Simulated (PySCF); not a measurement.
C2H7Cl3Si2, SMILES C[SiH](C)[Si](Cl)(Cl)Cl, PBE0/def2-SVP optimised geometry. Atoms within 1.6 Å of the plane z = 0.6 Å (x, y, z in Å): Si1 (0.52, 0.73, 0.00), Cl3 (2.58, 0.73, 0.00), Cl4 (-0.12, 2.70, 0.00), Si5 (-0.36, -0.48, 1.80), C6 (0.30, -2.23, 1.69), C7 (-2.23, -0.39, 1.68), H9 (0.00, -2.70, 0.74), H11 (1.40, -2.24, 1.74), H12 (-2.58, -0.83, 0.73), H13 (-2.58, 0.65, 1.73).

Computed with PBE0/def2-TZVP (PySCF).

Map of the Laplacian of the electron density (e/bohr⁵), clipped to [-1.50, 1.50] on the plane z = 0.6 Å:

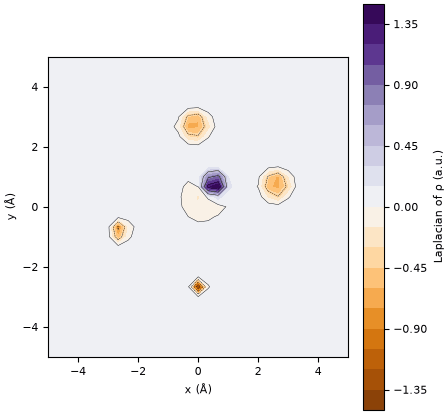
Laplacian of the electron density (e/bohr⁵), clipped to [-1.50, 1.50] on the plane z = 0.6 Å.
